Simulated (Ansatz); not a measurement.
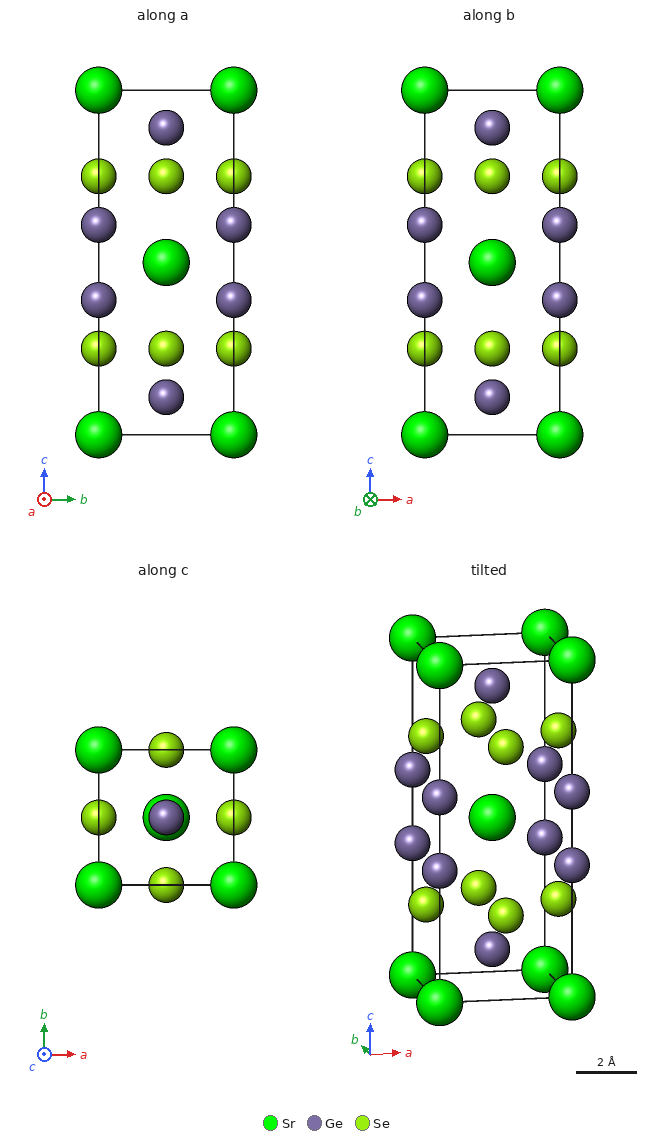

This spheres-only model is shown along the a axis, along the b axis, along the c axis and slightly off an axis. The wireframe shows the conventional unit cell.

Lattice parameters: a = 4.5493 Å, b = 4.5493 Å, c = 11.6027 Å, α = 90.000°, β = 90.000°, γ = 90.000°.

**Put the structure into a CIF with its space group and independent sites, with free fractional coordinates to two decimals.**

```cif
data_structure
_symmetry_space_group_name_H-M 'I 4/m m m'
_symmetry_Int_Tables_number 139
_cell_length_a 4.5493
_cell_length_b 4.5493
_cell_length_c 11.6027
_cell_angle_alpha 90.000
_cell_angle_beta 90.000
_cell_angle_gamma 90.000
_cell_volume 240.13
loop_
_atom_site_label
_atom_site_type_symbol
_atom_site_symmetry_multiplicity
_atom_site_Wyckoff_symbol
_atom_site_fract_x
_atom_site_fract_y
_atom_site_fract_z
_atom_site_occupancy
Sr1 Sr 2 a 0.00 0.00 0.00 1
Ge1 Ge 4 e 0.00 0.00 0.39 1
Se1 Se 4 d 0.00 0.50 0.25 1
```

The geometry is that of a generated cell, made by putting these elements into a known structure type (the compound may or may not exist in this form), without relaxation. Ansatz was used for an electronic-structure calculation on it.
